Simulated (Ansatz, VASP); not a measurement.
# Cross-check of GaP between VASP and Ansatz, part 2 of 2

One calculation is typed for both programs; each brings its own data sets and cutoff. How far apart do they land?

VASP 6.6.1 and Ansatz 0.2.0.

So far, gap on path (eV): step 4 (comparison) 1.40.

## 6. VASP: band structure, PBE

Level of this step: PBE; plane waves and PAW (Ga_d, P) (VASP).

The same cell, functional, mesh and smearing now go to VASP, with its own data sets and cutoff.

INCAR reads:

```
SYSTEM = GaP
PREC = Accurate
ENCUT = 400
EDIFF = 1E-06
NELM = 100
ISMEAR = 0
SIGMA = 0.02
LREAL = .FALSE.
ALGO = Normal
GGA = PE
NBANDS = 21
LORBIT = 11
LWAVE = .FALSE.
LCHARG = .FALSE.
KPAR = 4
```

POSCAR reads:

```
GaP
1.0
    0.0000000000      2.7252500000      2.7252500000
    2.7252500000      0.0000000000      2.7252500000
    2.7252500000      2.7252500000      0.0000000000
Ga P
1 1
Direct
    0.0000000000      0.0000000000      0.0000000000
    0.2500000000      0.2500000000      0.2500000000
```

KPOINTS reads:

```
Automatic mesh
0
Gamma
4 4 4
0 0 0
```

KPOINTS_OPT reads:

```
Line mode
16
Line-mode
Reciprocal
  0.00000000   0.00000000   0.00000000 GAMMA
  0.50000000   0.00000000   0.50000000 X

  0.50000000   0.00000000   0.50000000 X
  0.50000000   0.25000000   0.75000000 W

  0.50000000   0.25000000   0.75000000 W
  0.37500000   0.37500000   0.75000000 K

  0.37500000   0.37500000   0.75000000 K
  0.00000000   0.00000000   0.00000000 GAMMA

  0.00000000   0.00000000   0.00000000 GAMMA
  0.50000000   0.50000000   0.50000000 L

  0.50000000   0.50000000   0.50000000 L
  0.62500000   0.25000000   0.62500000 U

  0.62500000   0.25000000   0.62500000 U
  0.50000000   0.25000000   0.75000000 W

  0.50000000   0.25000000   0.75000000 W
  0.50000000   0.50000000   0.50000000 L

  0.50000000   0.50000000   0.50000000 L
  0.37500000   0.37500000   0.75000000 K

  0.62500000   0.25000000   0.62500000 U
  0.50000000   0.00000000   0.50000000 X
```

Potentials, in the order of the species: Ga_d and P (PBE family, release 64).

The run is started by

```console
mpirun -np 4 vasp_std
```

Numbers of over 12 decimals in the logs are rounded to 6 here.

The program printed:

```text
[banner, memory and clock lines left out]
running    4 mpi-ranks, on    1 nodes
[...]
LDA part: xc-table for (Slater+PW92), standard interpolation
 POSCAR, INCAR and KPOINTS ok, starting setup
[...]
entering main loop
       N       E                     dE             d eps       ncg     rms          rms(c)
DAV:   1     0.903262928797E+02    0.90326E+02   -0.72622E+03   367   0.106E+03
DAV:   2    -0.813658652443E+00   -0.91140E+02   -0.84712E+02   356   0.267E+02
DAV:   3    -0.912470525450E+01   -0.83110E+01   -0.82320E+01   381   0.592E+01
DAV:   4    -0.927100651746E+01   -0.14630E+00   -0.14618E+00   419   0.801E+00
[...]
DAV:  10    -0.897225686198E+01   -0.94151E-04   -0.10380E-04   428   0.100E-01    0.399E-02
DAV:  11    -0.897233797358E+01   -0.81112E-04   -0.90546E-05   361   0.638E-02    0.651E-03
DAV:  12    -0.897233785966E+01    0.11392E-06   -0.22002E-06   420   0.128E-02
   1 F= -.89723379E+01 E0= -.89723379E+01  d E =-.133318E-19
 Start KPOINTS_OPT (optional k-point list driver)
k-point batch [1-8\160]
       N       E                     dE             ncg
DAV:   1     0.115118863029E+03   -0.86468E+03      385
DAV:   2    -0.651581265943E+03   -0.76670E+03      374
DAV:   3    -0.726876770501E+03   -0.75296E+02      381
DAV:   4    -0.728392918478E+03   -0.15161E+01      386
DAV:   5    -0.728413581896E+03   -0.20663E-01      381
DAV:   6    -0.728414334416E+03   -0.75252E-03      468
DAV:   7    -0.728414353120E+03   -0.18704E-04      426
DAV:   8    -0.728414353751E+03   -0.63109E-06      335
[...]
k-point batch [153-160\160]
       N       E                     dE             ncg
DAV:   1    -0.972399097038E+01   -0.49423E+04      388
DAV:   2    -0.763740019722E+03   -0.75402E+03      359
DAV:   3    -0.835976239815E+03   -0.72236E+02      414
DAV:   4    -0.837298074193E+03   -0.13218E+01      389
DAV:   5    -0.837313737355E+03   -0.15663E-01      438
DAV:   6    -0.837314287250E+03   -0.54989E-03      458
DAV:   7    -0.837314296296E+03   -0.90461E-05      433
DAV:   8    -0.837314296721E+03   -0.42442E-06      343
```

From OUTCAR (step 6):

```text
  Total        0.6716573      0.6716573      0.6716573      0.0000000      0.0000000      0.0000000
  in kB       26.5833254     26.5833254     26.5833254      0.0000000      0.0000000      0.0000000
  external PRESSURE =      26.5833254 kB  Pullay stress =       0.0000000 kB

 POSITION                                       TOTAL-FORCE (eV/Angst)
 -----------------------------------------------------------------------------------
      0.00000      0.00000      0.00000         0.000000      0.000000     -0.000000
      1.36262      1.36262      1.36262        -0.000000     -0.000000      0.000000
 -----------------------------------------------------------------------------------
    total drift:                                0.000003      0.000003      0.000002

  FREE ENERGIE OF THE ION-ELECTRON SYSTEM (eV)
  ---------------------------------------------------
  free  energy   TOTEN  =        -8.9723378597 eV

  energy  without entropy=       -8.9723378597  energy(sigma->0) =       -8.97233786

[... 2 parts as in an earlier step ...]

[... 1 further part left out ...]
[key lines of the parts left out:]
E-fermi :   4.8228
```

The run ends at a pressure of 2.66 GPa.

## 7. Side by side

What differs besides the data sets and the points named for the pairs above, as far as they apply: VASP leaves aspherical gradient terms in its spheres out (LASPH is not set), Ansatz keeps them. Total energies have different zeros and are not compared.

The two programs side by side:

```
                     quantity  Ansatz   VASP  difference
               pressure (GPa)    2.93   2.66       +0.27
gap over the path points (eV)   1.568  1.565      +0.004
```

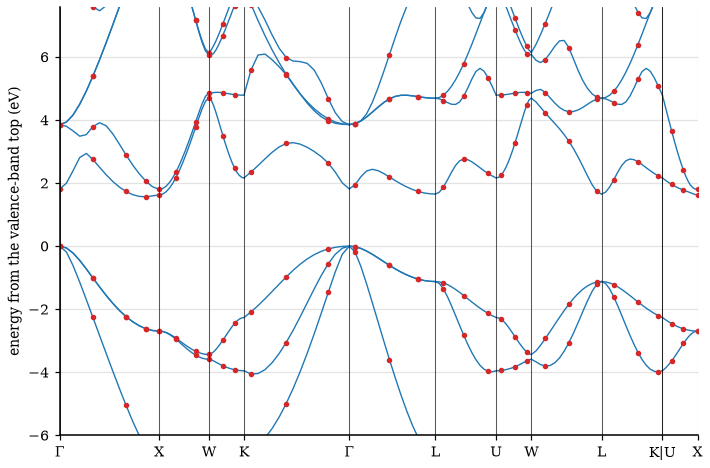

Bands from VASP (lines) and levels from Ansatz (dots). Dots without a line are higher empty bands that the VASP plot leaves out.

Levels at points of the path, from each program's valence-band top (eV; 3 filled, then empty):

```
k (reciprocal lattice)                             Ansatz                               VASP
     0.000 0.000 0.000      0.00 0.00 0.00 1.82 3.85 3.85      0.00 0.00 0.00 1.81 3.85 3.85
     0.167 0.000 0.167   -2.26 -1.01 -1.01 2.75 3.79 5.39   -2.26 -1.01 -1.01 2.75 3.79 5.39
     0.333 0.000 0.333   -5.05 -2.23 -2.23 1.74 2.89 8.17   -5.05 -2.23 -2.23 1.73 2.89 8.19
     0.433 0.000 0.433   -6.40 -2.62 -2.62 1.57 2.06 9.91   -6.41 -2.62 -2.62 1.56 2.06 9.93
     0.500 0.000 0.500  -6.78 -2.70 -2.70 1.63 1.80 10.56  -6.78 -2.69 -2.69 1.62 1.80 10.57
     0.500 0.083 0.583   -6.73 -2.95 -2.91 2.16 2.34 9.38   -6.74 -2.95 -2.91 2.16 2.34 9.40
     0.500 0.183 0.683   -6.61 -3.46 -3.33 3.76 3.93 7.16   -6.61 -3.46 -3.33 3.76 3.93 7.16
     0.500 0.250 0.750   -6.57 -3.59 -3.44 4.69 4.85 6.08   -6.58 -3.59 -3.44 4.69 4.85 6.08
     0.450 0.300 0.750   -6.57 -3.79 -2.98 3.50 4.86 6.68   -6.57 -3.79 -2.98 3.50 4.86 6.69
     0.408 0.342 0.750   -6.57 -3.92 -2.45 2.48 4.80 7.62   -6.57 -3.92 -2.45 2.47 4.80 7.63
```

Among the levels compared (up to four filled and three empty ones at each point), filled levels agree within 2 meV and empty ones within 21 meV.

## 8. VASP: band structure, r2SCAN

The same path points are solved in both programs, so levels can be compared one by one.

INCAR, as its differences from that of step 6:

```diff
@@ -9,3 +9,4 @@
 ALGO = Normal
-GGA = PE
+METAGGA = R2SCAN
+LASPH = .TRUE.
 NBANDS = 21
```

POSCAR is that of step 6.

KPOINTS is that of step 6.

KPOINTS_OPT is that of step 6.

The run is started by

```console
mpirun -np 4 vasp_std
```

The program printed:

```text
[banner, memory and clock lines left out]
running    4 mpi-ranks, on    1 nodes
[...]
[... a notice as in an earlier step ...]

 LDA part: xc-table for (None), standard interpolation
 POSCAR, INCAR and KPOINTS ok, starting setup
[...]
entering main loop
       N       E                     dE             d eps       ncg     rms          rms(c)
DAV:   1     0.783696892985E+02    0.78370E+02   -0.74539E+03   367   0.109E+03
DAV:   2    -0.149360957933E+02   -0.93306E+02   -0.86780E+02   356   0.275E+02
DAV:   3    -0.234699307504E+02   -0.85338E+01   -0.84562E+01   386   0.608E+01
DAV:   4    -0.236189483147E+02   -0.14902E+00   -0.14891E+00   406   0.823E+00
[...]
DAV:  10    -0.213300406606E+02    0.85529E-05   -0.12898E-04   394   0.648E-02    0.355E-02
DAV:  11    -0.213300361054E+02    0.45553E-05   -0.16049E-05   386   0.245E-02    0.832E-03
DAV:  12    -0.213300366799E+02   -0.57451E-06   -0.87484E-07   366   0.643E-03
   1 F= -.21330037E+02 E0= -.21330037E+02  d E =-.601371E-46
 Start KPOINTS_OPT (optional k-point list driver)
k-point batch [1-8\160]
       N       E                     dE             ncg
DAV:   1     0.727996906912E+02   -0.90700E+03      390
DAV:   2    -0.720046362047E+03   -0.79285E+03      369
DAV:   3    -0.798082545208E+03   -0.78036E+02      371
DAV:   4    -0.799659665735E+03   -0.15771E+01      399
DAV:   5    -0.799679641993E+03   -0.19976E-01      371
DAV:   6    -0.799680317071E+03   -0.67508E-03      457
DAV:   7    -0.799680336435E+03   -0.19364E-04      392
DAV:   8    -0.799680337161E+03   -0.72547E-06      350
[...]
k-point batch [153-160\160]
       N       E                     dE             ncg
DAV:   1    -0.560798125482E+02   -0.49886E+04      388
DAV:   2    -0.837582850045E+03   -0.78150E+03      359
DAV:   3    -0.911548802424E+03   -0.73966E+02      414
DAV:   4    -0.912896738277E+03   -0.13479E+01      404
DAV:   5    -0.912912723417E+03   -0.15985E-01      407
DAV:   6    -0.912913317826E+03   -0.59441E-03      502
DAV:   7    -0.912913324590E+03   -0.67636E-05      412
DAV:   8    -0.912913324617E+03   -0.27759E-07      374
```

OUTCAR, selected parts (step 8):

```text
  Total        0.0577635      0.0577635      0.0577635      0.0000000      0.0000000     -0.0000000
  in kB        2.2862052      2.2862052      2.2862052      0.0000000      0.0000000     -0.0000000
  external PRESSURE =       2.2862052 kB  Pullay stress =       0.0000000 kB

 POSITION                                       TOTAL-FORCE (eV/Angst)
 -----------------------------------------------------------------------------------
      0.00000      0.00000      0.00000        -0.000000      0.000000     -0.000000
      1.36262      1.36262      1.36262         0.000000     -0.000000      0.000000
 -----------------------------------------------------------------------------------
    total drift:                               -0.000003     -0.000003     -0.000003

  FREE ENERGIE OF THE ION-ELECTRON SYSTEM (eV)
  ---------------------------------------------------
  free  energy   TOTEN  =       -21.3300366799 eV

  energy  without entropy=      -21.3300366799  energy(sigma->0) =      -21.33003668

[... 2 parts as in an earlier step ...]

[... 1 further part left out ...]
[key lines of the parts left out:]
E-fermi :   4.7009
```

The run ends at a pressure of 0.23 GPa.

## 9. Ansatz: band structure, r2SCAN

The same cell, functional, mesh and smearing now go to Ansatz, which takes its cutoff from its data sets.

input.yaml reads:

```yaml
crystal:
  lattice:
    - [0.0, 2.72525, 2.72525]
    - [2.72525, 0.0, 2.72525]
    - [2.72525, 2.72525, 0.0]
  atoms:
    - { symbol: Ga, position: [0.0, 0.0, 0.0] }
    - { symbol: P, position: [0.25, 0.25, 0.25] }
hamiltonian:
  xc: r2scan
  pseudopotentials: { kind: paw }
kpoints:
  mp_grid: { grid: [4, 4, 4] }
  band_path:
    path:
      - [0.0, 0.0, 0.0]
      - [0.16667, 0.0, 0.16667]
      - [0.33333, 0.0, 0.33333]
      - [0.43333, 0.0, 0.43333]
      - [0.5, 0.0, 0.5]
      - [0.5, 0.08333, 0.58333]
      - [0.5, 0.18333, 0.68333]
      - [0.5, 0.25, 0.75]
      - [0.45, 0.3, 0.75]
      - [0.40833, 0.34167, 0.75]
      - [0.35, 0.35, 0.7]
      - [0.225, 0.225, 0.45]
      - [0.075, 0.075, 0.15]
      - [0.03333, 0.03333, 0.03333]
      - [0.23333, 0.23333, 0.23333]
      - [0.4, 0.4, 0.4]
      - [0.51667, 0.46667, 0.51667]
      - [0.55833, 0.38333, 0.55833]
      - [0.60833, 0.28333, 0.60833]
      - [0.60833, 0.25, 0.64167]
      - [0.55833, 0.25, 0.69167]
      - [0.51667, 0.25, 0.73333]
      - [0.5, 0.3, 0.7]
      - [0.5, 0.38333, 0.61667]
      - [0.5, 0.48333, 0.51667]
      - [0.475, 0.475, 0.55]
      - [0.425, 0.425, 0.65]
      - [0.38333, 0.38333, 0.73333]
      - [0.59167, 0.18333, 0.59167]
      - [0.55, 0.1, 0.55]
      - [0.5, 0.0, 0.5]
    npoints: 1
scf:
  occupations: { method: gaussian, width: 0.02 }
  n_extra_bands: 7
output:
  forces: true
  stress: true
  eigenvalues: true
  write_density: true
  write_potential: true
  elf: true
  volumetric_format: npy
```

The run is started by

```console
ansatz run input.yaml --threads 2 --pin off --max-ram 4608MiB --backend cpu --events-out ev --progress --plain --runs-dir out
```

The program printed:

```text
[...]
Crystal: 2 atoms, lattice volume = 40.481 Å³
Basis set: ecut = 500 eV, 965 PW (Γ), exchange–correlation on 120×120×120 points (64 copies of the dense FFT grid, shifted against one another)
Bands: 16, of which v1, the nominal top of the filled ones, is band 9 counted from 1 (8 counted from 0)
Symmetry: 24 space group operations
[...]
k-points: 8 of 64 (time reversal used)
[...]
k-point 0: bands = [... 5 lower, -6.0900, 6.9386, 6.9386, 6.9386, 9.2986, 11.0902, 11.0902, 11.0902, ... 3 higher]
  k-point 1: bands = [... 5 lower, -5.2740, 2.9627, 6.2438, 6.2438, 9.4688, 11.9876, 11.9876, 13.8188, ... 3 higher]
  k-point 2: bands = [... 5 lower, -3.9246, 0.0744, 5.7635, 5.7635, 8.9660, 11.9524, 11.9524, 15.7371, ... 3 higher]
  k-point 7: bands = [... 5 lower, -2.8893, 0.1825, 3.2155, 3.3827, 11.9514, 12.2242, 13.4568, 13.5008, ... 3 higher]
[key lines of the parts left out:]
SCF converged after 6 iterations
Free energy (F): -4550.351903 eV
Fermi energy:    7.878768 eV
P = ⅓ Tr σ = 0.4671 GPa (4.671 kbar)
```

It took 1.7 s on 2 threads of Arm Neoverse V2, shared host; peak memory 0.39 GiB.

For the gap on path, step 4 gave 1.40 eV; this run, with r2SCAN and cutoff 500 eV, gives 1.82 eV.

## 10. Differences

What differs besides the data sets and the points named for the pairs above, as far as they apply: VASP keeps PBE cores, Ansatz makes them for the functional; the cutoff is 500 eV in Ansatz and 400 eV in VASP. Total energies have different zeros and are not compared.

The two programs side by side:

```
                     quantity  Ansatz   VASP  difference
               pressure (GPa)    0.47   0.23       +0.24
gap over the path points (eV)   1.819  1.825      -0.006
```

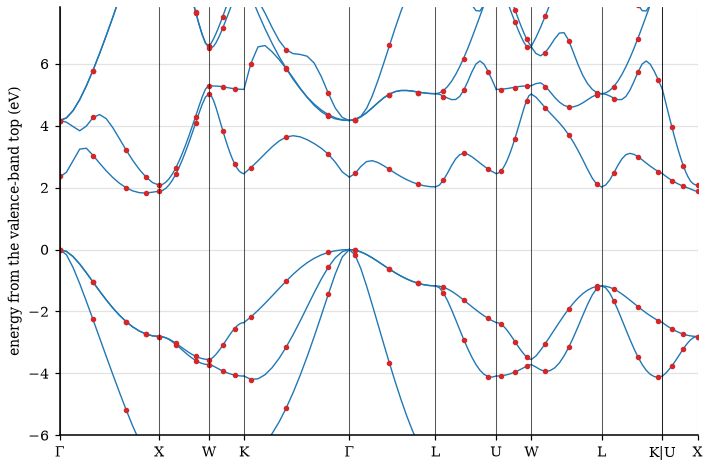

Bands from VASP (lines) and levels from Ansatz (dots). Dots without a line are higher empty bands that the VASP plot leaves out.

Levels at points of the path, from each program's valence-band top (eV; 3 filled, then empty):

```
k (reciprocal lattice)                             Ansatz                               VASP
     0.000 0.000 0.000      0.00 0.00 0.00 2.36 4.15 4.15      0.00 0.00 0.00 2.34 4.17 4.17
     0.167 0.000 0.167   -2.25 -1.05 -1.05 3.04 4.27 5.76   -2.25 -1.04 -1.04 3.05 4.26 5.78
     0.333 0.000 0.333   -5.17 -2.33 -2.33 1.99 3.21 8.72   -5.17 -2.33 -2.33 2.00 3.22 8.75
     0.433 0.000 0.433  -6.58 -2.73 -2.73 1.82 2.34 10.58  -6.58 -2.73 -2.73 1.82 2.35 10.62
     0.500 0.000 0.500  -6.97 -2.81 -2.81 1.88 2.07 11.30  -6.97 -2.81 -2.81 1.88 2.08 11.34
     0.500 0.083 0.583  -6.93 -3.07 -3.03 2.43 2.62 10.03  -6.92 -3.06 -3.02 2.43 2.63 10.06
     0.500 0.183 0.683   -6.80 -3.59 -3.45 4.08 4.29 7.65   -6.80 -3.58 -3.44 4.08 4.30 7.67
     0.500 0.250 0.750   -6.76 -3.72 -3.56 5.01 5.29 6.52   -6.76 -3.72 -3.55 5.02 5.29 6.54
     0.450 0.300 0.750   -6.75 -3.93 -3.09 3.83 5.25 7.15   -6.75 -3.92 -3.09 3.83 5.26 7.17
     0.408 0.342 0.750   -6.75 -4.06 -2.55 2.77 5.18 8.13   -6.75 -4.05 -2.55 2.77 5.19 8.15
```

Among the levels compared (up to four filled and three empty ones at each point), filled levels agree within 7 meV and empty ones within 39 meV.

## 11. What came out

- difference in gap over the path points (band structure, LDA): -0.0053 eV
- difference in gap over the path points (band structure, PBE): 0.0039 eV
- difference in gap over the path points (band structure, r2SCAN): -0.0061 eV

**Reading.** The difference in gap over the path points is -0.0061 eV (band structure, r2SCAN), within the 0.08 eV picked in this series as the mark of a large difference. 1 further run on this material is not shown. Differences of this kind measure data sets and numerical settings, not the functional's error against experiment.

[Lines on the potential files, build, host, timing and source positions are cut from VASP's logs without a mark.]

[Logs are printed without paths, hosts, clocks, repeated set-up lines and the standing remarks that a program may print on its own settings, such as how far it seeks lower states.]

[Hosts, paths, dates, database ids (printed as entryN), source tags and the programs' standing remarks are cut or masked in the printed files.]
